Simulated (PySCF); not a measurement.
SMILES O=C(c1ccsc1)c1ccc[se]1 (C₉H₆OSSe), GFN2-xTB optimised geometry. Atoms within 1.6 Å of the plane z = 1.2 Å (x, y, z in Å): O1 (-0.56, -2.82, 0.36), C2 (-0.06, -1.74, 0.11), C3 (1.40, -1.59, -0.05), S6 (3.92, -1.94, 0.33), C7 (2.29, -2.31, 0.70), C8 (-0.87, -0.53, 0.00), C9 (-2.25, -0.53, 0.00), C10 (-2.85, 0.74, -0.02), C11 (-1.97, 1.78, -0.02), Se12 (-0.21, 1.22, 0.00), H15 (2.05, -3.01, 1.48), H16 (-2.80, -1.46, 0.01), H17 (-3.92, 0.88, -0.04), H18 (-2.22, 2.82, -0.03).

Level of theory: PySCF with B3LYP/def2-SVP.

Map of the electron localisation function on the plane z = 1.2 Å:

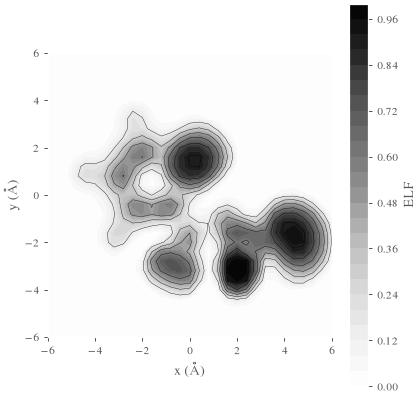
Figure: Electron localisation function on the plane z = 1.2 Å.
